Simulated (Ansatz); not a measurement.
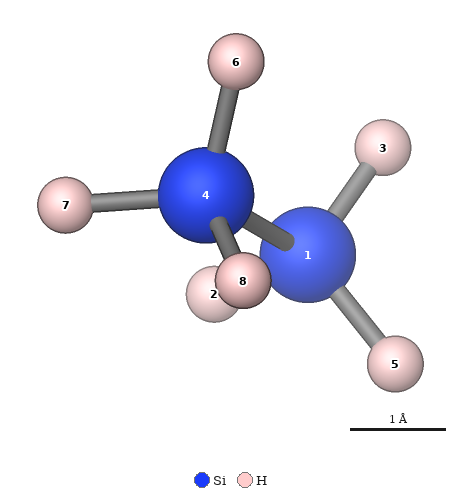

The input geometry (ball-and-stick view, seen at a tilt; atoms are numbered from 1 in the order of the input).

Si2H6: geometry relaxation

Si2H6, computed with RKS PBE0-D4/def2-TZVP (Ansatz 0.2.0).

Figures and captions count atoms from 1; the log counts them from 0 in places.

### What the program printed
```
Functional definition: PBE0
  name "PBE0"
  cite "Adamo & Barone, J. Chem. Phys. 110, 6158 (1999) doi:10.1063/1.478522"
  cite "Perdew, Burke & Ernzerhof, Phys. Rev. Lett. 77, 3865 (1996) doi:10.1103/PhysRevLett.77.3865"
  parent pbe
  parameter a = 0.25
  parameter kappa = 0.804
  parameter beta = 0.06672455060314922
  exchange = (1 - a)*pbe_x(kappa = kappa, mu = beta*pi^2/3) + a*exact_x
  correlation = pbe_c(beta = beta)
800 factors; their error is unknown
mean field evaluation 1: about -15845.6983 eV, gradient 1.1e1 eV
mean field evaluation 2: about -15846.0576 eV, gradient 4.5e0 eV
mean field evaluation 4: about -15846.1175 eV, gradient 1.9e-1 eV
mean field evaluation 8: about -15846.1836 eV, gradient 1.5e-2 eV
mean field -15846.18355795 eV, -582.3365048257 hartree, gradient 7.8e-5 eV, S^2 0.000000; 0 other end points of the search recorded, 0 dependent functions left out
the calculation of the forces begins
reference -15846.18359157 eV, -582.3365060610 hartree; 17, 17 occupied and 93, 93 virtual orbitals, 800 factors
relax step   1: F+E_penalty+E_count = -15846.29272392 eV  Δ(F+E_penalty+E_count) = +0.000e0 eV  max|allowed force component| = 2.465e-1 eV/Å  Δτ_max = 0.0000 Å  (20 SCF iters, accepted)
these checks for a lower state are left out or cut short: starts, cluster_reference, orbital_swaps, neighbouring_geometries, increment
800 factors; their error is unknown
mean field evaluation 16: about -15846.1868 eV, gradient 1.0e-1 eV
mean field -15846.18678210 eV, -582.3366233112 hartree, gradient 6.0e-5 eV, S^2 0.000000; 0 other end points of the search recorded, 0 dependent functions left out
[... from here on the field's lines of each further geometry are left out, up to the last ...]
relax step   2: F+E_penalty+E_count = -15846.29608724 eV  Δ(F+E_penalty+E_count) = -3.363e-3 eV  max|allowed force component| = 3.167e-2 eV/Å  Δτ_max = 0.0257 Å  (22 SCF iters, accepted)
relax step   3: F+E_penalty+E_count = -15846.29714082 eV  Δ(F+E_penalty+E_count) = -1.054e-3 eV  max|allowed force component| = 5.252e-2 eV/Å  Δτ_max = 0.0451 Å  (21 SCF iters, accepted)
relax step   4: F+E_penalty+E_count = -15846.29783647 eV  Δ(F+E_penalty+E_count) = -6.957e-4 eV  max|allowed force component| = 6.411e-2 eV/Å  Δτ_max = 0.0394 Å  (21 SCF iters, accepted)
relax step   5: F+E_penalty+E_count = -15846.29890350 eV  Δ(F+E_penalty+E_count) = -1.067e-3 eV  max|allowed force component| = 6.224e-2 eV/Å  Δτ_max = 0.0373 Å  (21 SCF iters, accepted)
relax step   6: F+E_penalty+E_count = -15846.30053441 eV  Δ(F+E_penalty+E_count) = -1.631e-3 eV  max|allowed force component| = 6.684e-2 eV/Å  Δτ_max = 0.0388 Å  (20 SCF iters, accepted)
relax step   7: F+E_penalty+E_count = -15846.30274262 eV  Δ(F+E_penalty+E_count) = -2.208e-3 eV  max|allowed force component| = 7.969e-2 eV/Å  Δτ_max = 0.0362 Å  (20 SCF iters, accepted)
relax step   8: F+E_penalty+E_count = -15846.30395678 eV  Δ(F+E_penalty+E_count) = -1.214e-3 eV  max|allowed force component| = 3.032e-1 eV/Å  Δτ_max = 0.1959 Å  (23 SCF iters, accepted)
relax step   9: F+E_penalty+E_count = -15846.31829734 eV  Δ(F+E_penalty+E_count) = -1.434e-2 eV  max|allowed force component| = 1.203e-1 eV/Å  Δτ_max = 0.0168 Å  (22 SCF iters, accepted)
relax step  10: F+E_penalty+E_count = -15846.33137419 eV  Δ(F+E_penalty+E_count) = -1.308e-2 eV  max|allowed force component| = 1.237e-2 eV/Å  Δτ_max = 0.1252 Å  (22 SCF iters, accepted)
relax step  11: F+E_penalty+E_count = -15846.33004655 eV  Δ(F+E_penalty+E_count) = +1.328e-3 eV  max|allowed force component| = 2.778e-1 eV/Å  Δτ_max = 0.1950 Å  (23 SCF iters, rejected (line search))
relax step  12: F+E_penalty+E_count = -15846.33700390 eV  Δ(F+E_penalty+E_count) = -5.630e-3 eV  max|allowed force component| = 6.295e-2 eV/Å  Δτ_max = 0.0975 Å  (22 SCF iters, accepted)
relax step  13: F+E_penalty+E_count = -15846.33768982 eV  Δ(F+E_penalty+E_count) = -6.859e-4 eV  max|allowed force component| = 1.225e-1 eV/Å  Δτ_max = 0.0976 Å  (22 SCF iters, accepted)
relax step  14: F+E_penalty+E_count = -15846.33857856 eV  Δ(F+E_penalty+E_count) = -8.887e-4 eV  max|allowed force component| = 6.257e-2 eV/Å  Δτ_max = 0.0335 Å  (21 SCF iters, accepted)
the calculation of the forces begins
reference -15846.23064386 eV, -582.3382352008 hartree; 17, 17 occupied and 93, 93 virtual orbitals, 800 factors
relax step  15: F+E_penalty+E_count = -15846.34006006 eV  Δ(F+E_penalty+E_count) = -1.481e-3 eV  max|allowed force component| = 1.107e-3 eV/Å  Δτ_max = 0.0126 Å  (22 SCF iters, accepted)
800 factors; their error is unknown
mean field evaluation 96: about -15845.7454 eV, gradient 1.1e1 eV
```

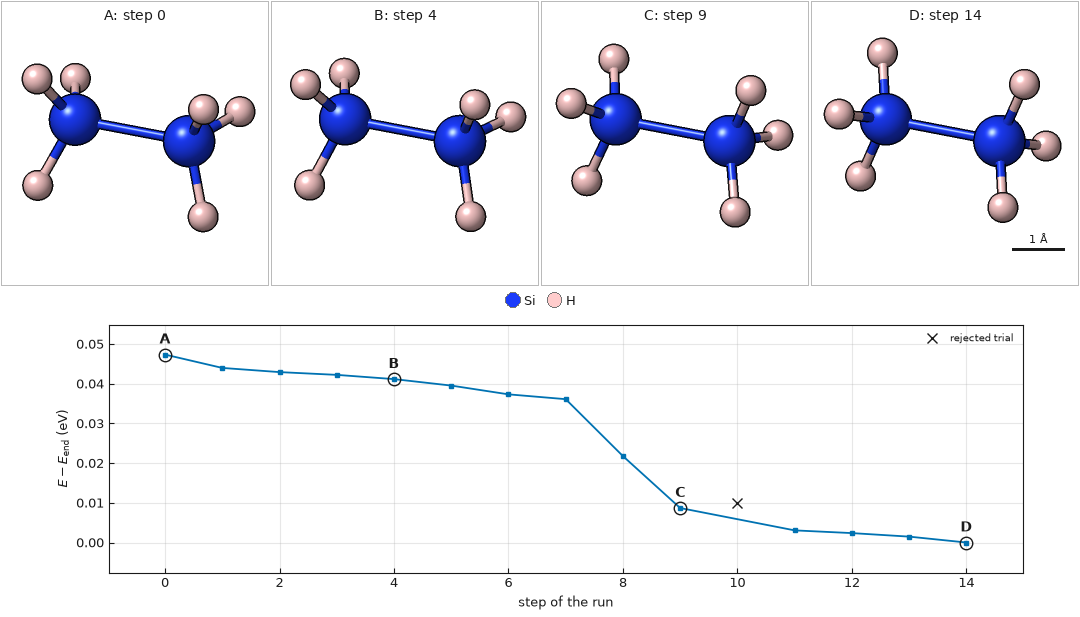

Frames of the relaxation (ball-and-stick view, seen at a tilt) above the curves, on which the letters mark them (the first geometry is step 0 here and step 1 in the log).

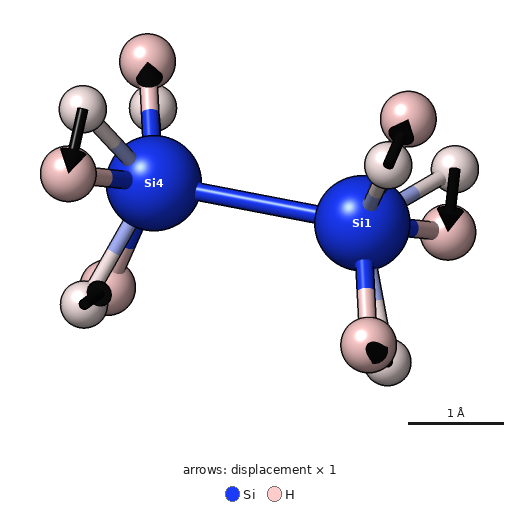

Start (faint) and end (solid) with the displacements as black arrows, at true length (ball-and-stick view, seen at a tilt). The two geometries are laid on each other by the best rigid fit. After 14 geometry steps the energy has fallen by 0.047 eV. The largest force component goes from 0.25 to 0.0011 eV/Å. The line search rejected the trial step at point 10 (counted from 0) and went back. The largest moves after the best rigid fit, 0.71 Å, are those of H5 and H6. Largest moves by element: H 0.71 Å, Si 0.02 Å. Among the contacts that change: Si1–Si4 2.343 → 2.338 Å. (Atoms are counted from 1 in the order of the input.)

```
mean field -15846.23061039 eV, -582.3382339709 hartree, gradient 5.9e-5 eV, S^2 0.000000; 1 other end points of the search recorded, 0 dependent functions left out
the calculation of the forces begins
reference -15846.23064386 eV, -582.3382352008 hartree; 17, 17 occupied and 93, 93 virtual orbitals, 800 factors
Total energy: -15846.34009353 eV, -582.3422574020 hartree
Atom 0 at    -0.590132    -1.085888     0.609221 Å, force     0.000459    -0.000613     0.000116 eV/Å
Atom 1 at    -0.957825    -1.591513     1.959116 Å, force     0.000599     0.000043    -0.000472 eV/Å
Atom 2 at    -1.567982    -1.614504    -0.379465 Å, force     0.000510     0.000666     0.000592 eV/Å
Atom 3 at    -0.600825     1.252484     0.589094 Å, force    -0.000804     0.001107    -0.000653 eV/Å
Atom 4 at     0.762538    -1.597945     0.261208 Å, force    -0.000474    -0.000539     0.000176 eV/Å
Atom 5 at    -0.237687     1.757927    -0.762099 Å, force    -0.000129    -0.000156     0.000370 eV/Å
Atom 6 at    -1.952446     1.764445     0.941288 Å, force     0.000273     0.000465    -0.000210 eV/Å
Atom 7 at     0.380111     1.781665     1.574377 Å, force    -0.000433    -0.000973     0.000082 eV/Å
Dipole moment:     0.000048    -0.000084     0.000064 e Å
```

### Trajectory as extended XYZ (Å, eV, eV/Å), 15 frames, from step=1 to step=15
```
8
Properties=species:S:1:pos:R:3:forces:R:3 step=1 energy=-15846.29272
Si   -0.5849   -1.0803    0.6062   -0.0294  -0.2465   0.0301
H    -1.5579   -1.6113    1.6027    0.0115   0.0818  -0.0123
H    -0.9636   -1.6380   -0.7214    0.0260   0.0500  -0.0055
Si   -0.5913    1.2625    0.5778   -0.1438   0.0742   0.1331
H     0.7558   -1.6154    0.9709    0.0071   0.0522  -0.0296
H    -0.9520    1.7750   -0.7690    0.0490   0.0046  -0.0387
H    -1.6041    1.7745    1.5451    0.0373  -0.0252  -0.0346
H     0.7337    1.7996    0.9804    0.0423   0.0089  -0.0425
8
Properties=species:S:1:pos:R:3:forces:R:3 step=2 energy=-15846.29609
Si   -0.5860   -1.0929    0.6067   -0.0183   0.0097   0.0214
H    -1.5665   -1.5888    1.6118    0.0317  -0.0281  -0.0295
H    -0.9580   -1.6277   -0.7315   -0.0001  -0.0027   0.0253
Si   -0.6021    1.2558    0.5890   -0.0053   0.0056  -0.0009
H     0.7663   -1.6028    0.9623   -0.0255  -0.0040  -0.0019
H    -0.9383    1.7621   -0.7679   -0.0086   0.0118  -0.0059
H    -1.6123    1.7725    1.5528    0.0187  -0.0026  -0.0202
H     0.7326    1.7885    0.9697    0.0074   0.0102   0.0117
8
Properties=species:S:1:pos:R:3:forces:R:3 step=3 energy=-15846.29714
Si   -0.5889   -1.0946    0.6098   -0.0002   0.0525  -0.0008
H    -1.5344   -1.6100    1.6355    0.0003   0.0014   0.0052
H    -0.9959   -1.6305   -0.7164   -0.0050   0.0028  -0.0024
Si   -0.6018    1.2611    0.5880    0.0005  -0.0518   0.0006
H     0.7716   -1.6057    0.9255    0.0045   0.0029  -0.0026
H    -0.9011    1.7685   -0.7776    0.0029  -0.0031  -0.0046
H    -1.6356    1.7840    1.5205   -0.0055  -0.0018  -0.0001
H     0.7218    1.7937    1.0075    0.0025  -0.0029   0.0047
8
Properties=species:S:1:pos:R:3:forces:R:3 step=4 energy=-15846.29784
Si   -0.5908   -1.0944    0.6119    0.0110   0.0544  -0.0123
H    -1.5051   -1.6220    1.6589   -0.0078   0.0214   0.0164
H    -1.0319   -1.6296   -0.7037   -0.0051   0.0064  -0.0062
Si   -0.6019    1.2636    0.5876    0.0082  -0.0641   0.0013
H     0.7781   -1.6047    0.8903    0.0078   0.0080  -0.0085
H    -0.8657    1.7695   -0.7870    0.0147  -0.0126   0.0136
H    -1.6589    1.7902    1.4911   -0.0104  -0.0024   0.0017
H     0.7120    1.7942    1.0435   -0.0185  -0.0111  -0.0059
8
Properties=species:S:1:pos:R:3:forces:R:3 step=5 energy=-15846.29890
Si   -0.5919   -1.0948    0.6129    0.0176   0.0514  -0.0158
H    -1.4770   -1.6285    1.6825   -0.0027   0.0347   0.0130
H    -1.0668   -1.6296   -0.6917   -0.0032   0.0127   0.0031
Si   -0.6023    1.2649    0.5880    0.0176  -0.0622  -0.0031
H     0.7851   -1.6045    0.8547   -0.0040   0.0153  -0.0144
H    -0.8301    1.7697   -0.7950    0.0223  -0.0224   0.0370
H    -1.6823    1.7947    1.4628   -0.0053  -0.0087  -0.0048
H     0.7011    1.7948    1.0784   -0.0424  -0.0208  -0.0151
8
Properties=species:S:1:pos:R:3:forces:R:3 step=6 energy=-15846.30053
Si   -0.5926   -1.0949    0.6134    0.0215   0.0382  -0.0155
H    -1.4475   -1.6317    1.7074    0.0100   0.0465  -0.0008
H    -1.1034   -1.6293   -0.6790    0.0020   0.0202   0.0207
Si   -0.6024    1.2654    0.5884    0.0222  -0.0506  -0.0044
H     0.7921   -1.6044    0.8167   -0.0252   0.0236  -0.0202
H    -0.7922    1.7693   -0.8023    0.0278  -0.0310   0.0624
H    -1.7068    1.7970    1.4331    0.0086  -0.0170  -0.0172
H     0.6886    1.7952    1.1150   -0.0668  -0.0299  -0.0251
8
Properties=species:S:1:pos:R:3:forces:R:3 step=7 energy=-15846.30274
Si   -0.5927   -1.0944    0.6132    0.0215   0.0196  -0.0123
H    -1.4200   -1.6306    1.7300    0.0224   0.0516  -0.0156
H    -1.1371   -1.6286   -0.6667    0.0071   0.0254   0.0364
Si   -0.6023    1.2649    0.5888    0.0205  -0.0332  -0.0030
H     0.7979   -1.6041    0.7810   -0.0432   0.0286  -0.0232
H    -0.7567    1.7682   -0.8073    0.0292  -0.0343   0.0763
H    -1.7291    1.7964    1.4054    0.0222  -0.0233  -0.0281
H     0.6756    1.7950    1.1484   -0.0797  -0.0344  -0.0305
8
Properties=species:S:1:pos:R:3:forces:R:3 step=8 energy=-15846.30396
Si   -0.5903   -1.0889    0.6097    0.0022  -0.2756   0.0104
H    -1.2714   -1.6043    1.8500    0.1618   0.0960  -0.2621
H    -1.3164   -1.6216   -0.5972    0.1430   0.1009   0.2685
Si   -0.6003    1.2550    0.5908   -0.0212   0.2717  -0.0048
H     0.8252   -1.6019    0.5870   -0.3032   0.0918  -0.0102
H    -0.5632    1.7585   -0.8267    0.0087  -0.0836   0.2871
H    -1.8466    1.7780    1.2548    0.2607  -0.1005  -0.1543
H     0.5988    1.7920    1.3243   -0.2519  -0.1007  -0.1345
8
Properties=species:S:1:pos:R:3:forces:R:3 step=9 energy=-15846.31830
Si   -0.5904   -1.0919    0.6106    0.0144  -0.0662  -0.0047
H    -1.2693   -1.6079    1.8365    0.0594   0.0425  -0.0782
H    -1.3034   -1.6262   -0.5876    0.0316   0.0385   0.0895
Si   -0.6029    1.2569    0.5891    0.0175   0.0878  -0.0220
H     0.8125   -1.6060    0.5935   -0.1100   0.0479  -0.0114
H    -0.5686    1.7686   -0.8152    0.0075  -0.0571   0.1203
H    -1.8325    1.7824    1.2538    0.0755  -0.0470  -0.0583
H     0.5904    1.7907    1.3120   -0.0960  -0.0466  -0.0352
8
Properties=species:S:1:pos:R:3:forces:R:3 step=10 energy=-15846.33137
Si   -0.5900   -1.0872    0.6094    0.0001   0.0043  -0.0002
H    -1.1567   -1.5957    1.8872    0.0110   0.0005   0.0060
H    -1.4056   -1.6175   -0.5159   -0.0109   0.0002   0.0065
Si   -0.6012    1.2541    0.5890    0.0003  -0.0067  -0.0004
H     0.8000   -1.5984    0.4700   -0.0006   0.0005  -0.0124
H    -0.4459    1.7588   -0.8017    0.0123   0.0005   0.0011
H    -1.8828    1.7695    1.1409   -0.0053  -0.0001  -0.0113
H     0.5180    1.7829    1.4138   -0.0069   0.0007   0.0107
8
Properties=species:S:1:pos:R:3:forces:R:3 step=11 energy=-15846.33005 accepted=F
Si   -0.5884   -1.0874    0.6110   -0.0110  -0.2324  -0.0176
H    -0.9795   -1.5955    1.9685    0.0637   0.0748  -0.2206
H    -1.5617   -1.6149   -0.4029    0.1541   0.0645   0.1689
Si   -0.6034    1.2487    0.5873    0.0179   0.2778   0.0046
H     0.7810   -1.6046    0.2779   -0.2221   0.0815   0.0554
H    -0.2539    1.7670   -0.7776   -0.0567  -0.0961   0.2089
H    -1.9596    1.7717    0.9622    0.2088  -0.0929  -0.0584
H     0.4012    1.7816    1.5665   -0.1547  -0.0772  -0.1411
8
Properties=species:S:1:pos:R:3:forces:R:3 step=12 energy=-15846.33700
Si   -0.5917   -1.0840    0.6083    0.0166  -0.0447   0.0116
H    -1.0682   -1.5879    1.9245    0.0077  -0.0079  -0.0021
H    -1.4838   -1.6131   -0.4579   -0.0053  -0.0019   0.0058
Si   -0.5992    1.2491    0.5898   -0.0180   0.0629  -0.0089
H     0.7872   -1.5908    0.3737   -0.0057  -0.0136  -0.0082
H    -0.3496    1.7529   -0.7877    0.0084   0.0037   0.0073
H    -1.9181    1.7602    1.0514    0.0037   0.0066  -0.0085
H     0.4591    1.7803    1.4906   -0.0073  -0.0051   0.0031
8
Properties=species:S:1:pos:R:3:forces:R:3 step=13 energy=-15846.33769
Si   -0.5833   -1.0823    0.6121   -0.0533  -0.1225  -0.0276
H    -0.9764   -1.5960    1.9565    0.0204   0.0387  -0.0625
H    -1.5507   -1.6058   -0.3961    0.0494   0.0097   0.0542
Si   -0.6075    1.2548    0.5868    0.0536   0.0711   0.0181
H     0.7734   -1.6106    0.2837   -0.0704   0.0652   0.0156
H    -0.2619    1.7593   -0.7744   -0.0171  -0.0236   0.0803
H    -1.9546    1.7757    0.9623    0.0772  -0.0471  -0.0217
H     0.3967    1.7717    1.5617   -0.0598   0.0085  -0.0563
8
Properties=species:S:1:pos:R:3:forces:R:3 step=14 energy=-15846.33858
Si   -0.5957   -1.0873    0.6070    0.0474  -0.0348   0.0138
H    -0.9643   -1.5903    1.9611    0.0195   0.0092  -0.0547
H    -1.5725   -1.6247   -0.3835    0.0443   0.0428   0.0421
Si   -0.5952    1.2517    0.5913   -0.0436   0.0525  -0.0135
H     0.7648   -1.5890    0.2596   -0.0626  -0.0101   0.0180
H    -0.2346    1.7572   -0.7639   -0.0168  -0.0149   0.0486
H    -1.9524    1.7562    0.9456    0.0519   0.0051  -0.0166
H     0.3857    1.7928    1.5755   -0.0402  -0.0499  -0.0378
8
Properties=species:S:1:pos:R:3:forces:R:3 step=15 energy=-15846.34006
Si   -0.5901   -1.0859    0.6092    0.0005  -0.0006   0.0001
H    -0.9578   -1.5915    1.9591    0.0006   0.0000  -0.0005
H    -1.5680   -1.6145   -0.3795    0.0005   0.0007   0.0006
Si   -0.6008    1.2525    0.5891   -0.0008   0.0011  -0.0007
H     0.7625   -1.5979    0.2612   -0.0005  -0.0005   0.0002
H    -0.2377    1.7579   -0.7621   -0.0001  -0.0002   0.0004
H    -1.9524    1.7644    0.9413    0.0003   0.0005  -0.0002
H     0.3801    1.7817    1.5744   -0.0004  -0.0010   0.0001
```

The run was set up as follows.

### Input file
```yaml
crystal:
  periodic: [false, false, false]
  atoms:
    - {symbol: Si, position_ang: [-0.584884, -1.080258, 0.606181]}
    - {symbol: H, position_ang: [-1.557866, -1.611306, 1.602669]}
    - {symbol: H, position_ang: [-0.963617, -1.638009, -0.721415]}
    - {symbol: Si, position_ang: [-0.591253, 1.262549, 0.577838]}
    - {symbol: H, position_ang: [0.755812, -1.615379, 0.970884]}
    - {symbol: H, position_ang: [-0.952005, 1.774986, -0.768968]}
    - {symbol: H, position_ang: [-1.604099, 1.774535, 1.545127]}
    - {symbol: H, position_ang: [0.733664, 1.799553, 0.980425]}
basis:
  gaussian: {orbitals: def2-TZVP}
hamiltonian: {xc: pbe0, dispersion: d4}
relax: {f_tol: 0.005, max_steps: 200}
```

Run as:
```bash
ansatz run in.yaml --threads 4 --pin off --events-out ev --progress --plain --max-ram 9574MiB
```

### Summary

- outcome: converged
- total energy: −15846.3401 eV
- mean-field energy: −15846.2306 eV
- dispersion energy: −0.1094 eV
- SCF solution under orbital rotations: stable
- largest force (length of the vector) at the end: 0.002 eV/Å
- dipole moment: 0.00 D
- hardware: 4 threads of Arm Neoverse V1, 23 GiB of memory available, shared host
- wall time: 13 s (CPU time 44 s)
- peak memory: 0.49 GiB
